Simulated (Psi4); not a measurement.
**BClF2 (SMILES FB(F)Cl) at PBE0/pcseg-1 (sweep point 6)**

Aim: the vertical singlet–triplet gap of BClF2 at PBE0/pcseg-1 (sweep point 6), from 2 runs. Input form: a Python script.

Program for the calculation: Psi4 1.11.

### Step 1. Starting point

The species is BClF2 (4 atoms), meant as a singlet with charge 0. As SMILES, `FB(F)Cl`. The shape is that of a PBE0-D4/def2-TZVP optimisation.

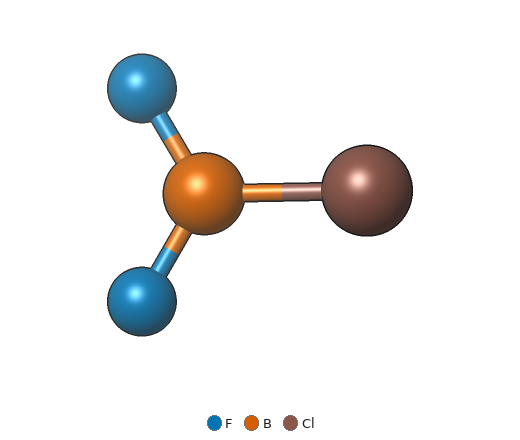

Viewed from a chosen angle; fluorine blue, boron orange, chlorine brown.

### Step 2. A single-point energy at PBE0/pcseg-1 (sweep point 6)

The input, run.py:

```python
import psi4

psi4.set_memory(1600000000)
psi4.set_num_threads(1)
psi4.core.set_output_file('bclf2.out', False)

mol = psi4.geometry("""
F     -0.32824543    -2.37028348    -1.03235738
B     -0.12680062    -0.07804569    -0.11716302
F     -1.91164695     1.56866166    -0.60036599
Cl     2.47157280     0.76590600     1.71152495
units au
symmetry c1
""")

psi4.set_options({
    'basis': 'pcseg-1',
    'puream': True,
    'scf_type': 'pk',
    'dft_radial_points': 99,
    'dft_spherical_points': 590,
})

E, wfn = psi4.energy("pbe0", molecule=mol, return_wfn=True)
print(f'total energy {E:.8f} hartree = {E * 27.211386:.5f} eV')
for k, v in sorted(psi4.core.scalar_variables().items()):
    print(f'{k:45s} {v:18.10f}')
```

The run is started by

```sh
$ python run.py
```

bclf2.out, cut to the lines that bear on the results:

```text
[...]
  Running in c1 symmetry.
[...]
  Nuclear repulsion =  142.136300707000061
[...]
  Multiplicity = 1
[...]
  Nalpha       = 20
  Nbeta        = 20
[...]
    Number of basis functions: 60
[...]
   @RKS iter   1:  -684.38625382658586   -2.94635e-01   7.56230e-03 DIIS/ADIIS
[...]
   @RKS iter   7:  -684.45565397132430   -6.74547e-08   7.90468e-07 DIIS
[...]
    Orbital Energies [Eh]
    ---------------------
    Doubly Occupied:
       1A   -101.706853     2A    -24.805424     3A    -24.805365
       4A     -9.547522     5A     -7.286651     6A     -7.280572
       7A     -7.278929     8A     -6.958237     9A     -1.313565
      10A     -1.284880    11A     -0.892725    12A     -0.633453
      13A     -0.592658    14A     -0.554217    15A     -0.546988
      16A     -0.487278    17A     -0.474678    18A     -0.448793
      19A     -0.381441    20A     -0.366967
[...]
  @RKS Final Energy:  -684.45565397132430
   => Energetics <=
    Nuclear Repulsion Energy =            142.1363007070000606
    One-Electron Energy =               -1229.4881070799174267
    Two-Electron Energy =                 442.9284970073214822
    DFT Exchange-Correlation Energy =     -40.0323446057285111
    Empirical Dispersion Energy =           0.0000000000000000
    VV10 Nonlocal Energy =                  0.0000000000000000
    Total Energy =                       -684.4556539713242955
[...]
 Multipole Moments:
 ------------------------------------------------------------------------------------
     Multipole            Electronic (a.u.)      Nuclear  (a.u.)        Total (a.u.)
 ------------------------------------------------------------------------------------
 L = 1.  Multiply by 2.5417464519 to convert [e a0] to [Debye]
 Dipole X            :         -0.9811276            0.9901965            0.0090688
 Dipole Y            :         -0.3183554            0.3216348            0.0032794
 Dipole Z            :         -0.6903131            0.6969061            0.0065931
 Magnitude           :                                                    0.0116819
[...]
```

The script printed:

```text
total energy -684.45565397 hartree = -18624.98700 eV
CURRENT ENERGY                                   -684.4556539713
CURRENT REFERENCE ENERGY                         -684.4556539713
DD SOLVATION ENERGY                                 0.0000000000
DFT FUNCTIONAL TOTAL ENERGY                      -684.4556539713
DFT TOTAL ENERGY                                 -684.4556539713
DFT VV10 ENERGY                                     0.0000000000
DFT XC ENERGY                                     -40.0323446057
GRID ELECTRONS ALPHA                               19.9999998648
GRID ELECTRONS BETA                                19.9999998648
GRID ELECTRONS TOTAL                               39.9999997297
NUCLEAR REPULSION ENERGY                          142.1363007070
ONE-ELECTRON ENERGY                             -1229.4881070799
PCM POLARIZATION ENERGY                             0.0000000000
PE ENERGY                                           0.0000000000
SCF ITERATION ENERGY                             -684.4556539713
SCF ITERATIONS                                      7.0000000000
SCF TOTAL ENERGY                                 -684.4556539713
TWO-ELECTRON ENERGY                               442.9284970073
XC GRID RADIAL POINTS                              99.0000000000
XC GRID SPHERICAL POINTS                          590.0000000000
XC GRID TOTAL POINTS                           223036.0000000000
```

Wall time 5.4 s (1 thread of Intel Xeon Platinum 8488C (Sapphire Rapids), shared host); peak memory 0.56 GiB.

### Step 3. The triplet at the same level

The input, calc.py:

```python
import psi4

psi4.set_memory('1600 MB')
psi4.set_num_threads(1)
psi4.set_output_file('psi4.out', False)

m = psi4.geometry("""
0 3
F     -0.32824543    -2.37028348    -1.03235738
B     -0.12680062    -0.07804569    -0.11716302
F     -1.91164695     1.56866166    -0.60036599
Cl     2.47157280     0.76590600     1.71152495
units bohr
symmetry c1
""")

psi4.set_options({
    'reference': 'uks',
    'puream': True,
    'scf_type': 'pk',
    'dft_radial_points': 99,
    'dft_spherical_points': 590,
    'maxiter': 150,
})

result = psi4.energy("pbe0/pcseg-1")
print(f'pbe0/pcseg-1 energy: {result:.10f} Eh')
```

The run is started by

```sh
$ python calc.py
```

psi4.out, cut to the lines that bear on the results:

```text
[...]
  Running in c1 symmetry.
[...]
  Nuclear repulsion =  142.136300707000061
[...]
  Multiplicity = 3
[...]
  Nalpha       = 21
  Nbeta        = 19
[...]
    Number of basis functions: 60
[...]
   @UKS iter   1:  -684.01070485797891    8.09142e-02   9.55286e-03 ADIIS/DIIS
[...]
   @UKS iter  12:  -684.15403782652800   -2.06580e-09   2.63772e-07 DIIS
[...]
   @S^2 Observed:                2.005703507E+00
[...]
    Orbital Energies [Eh]
    ---------------------
    Alpha Occupied:
       1A   -101.823704     2A    -24.765834     3A    -24.765819
       4A     -9.658532     5A     -7.407555     6A     -7.391697
       7A     -7.386260     8A     -6.840740     9A     -1.272951
      10A     -1.246381    11A     -0.982618    12A     -0.607246
      13A     -0.560772    14A     -0.560383    15A     -0.520407
      16A     -0.492632    17A     -0.461552    18A     -0.456866
      19A     -0.450604    20A     -0.440100    21A     -0.078613
    Alpha Virtual:
      22A      0.039111    23A      0.153843    24A      0.165411
      25A      0.187590    26A      0.242903    27A      0.317453
[...]
  @UKS Final Energy:  -684.15403782652800
   => Energetics <=
    Nuclear Repulsion Energy =            142.1363007070000606
    One-Electron Energy =               -1228.7610046685131238
    Two-Electron Energy =                 442.4917066773982128
    DFT Exchange-Correlation Energy =     -40.0210405424131963
    Empirical Dispersion Energy =           0.0000000000000000
    VV10 Nonlocal Energy =                  0.0000000000000000
    Total Energy =                       -684.1540378265278832
[...]
 Multipole Moments:
 ------------------------------------------------------------------------------------
     Multipole            Electronic (a.u.)      Nuclear  (a.u.)        Total (a.u.)
 ------------------------------------------------------------------------------------
 L = 1.  Multiply by 2.5417464519 to convert [e a0] to [Debye]
 Dipole X            :          0.1534103            0.9901965            1.1436068
 Dipole Y            :          0.0500059            0.3216348            0.3716407
 Dipole Z            :          0.1076712            0.6969061            0.8045774
 Magnitude           :                                                    1.4468234
[...]
```

The script printed:

```text
pbe0/pcseg-1 energy: -684.1540378265 Eh
```

Wall time 9.9 s (1 thread of Intel Xeon Platinum 8488C (Sapphire Rapids), shared host); peak memory 0.56 GiB.

### Step 4. What came out

Level: PBE0/pcseg-1 (sweep point 6).

| quantity | value |
| --- | --- |
| singlet: total energy | -684.45565 Eh |
| singlet: dipole moment | 0.03 D |
| singlet: HOMO energy | -9.99 eV |
| singlet: LUMO energy | -0.20 eV |
| singlet: HOMO–LUMO gap | 9.78 eV |
| triplet: total energy | -684.15404 Eh |
| triplet: dipole moment | 3.68 D |
| triplet: HOMO energy (highest over α and β) | -2.14 eV |
| triplet: ⟨S²⟩ | 2.006 |
| vertical energy of the triplet above the singlet | 8.207 eV |

In words: At this shape the triplet lies 8.21 eV (792 kJ/mol) above the singlet.
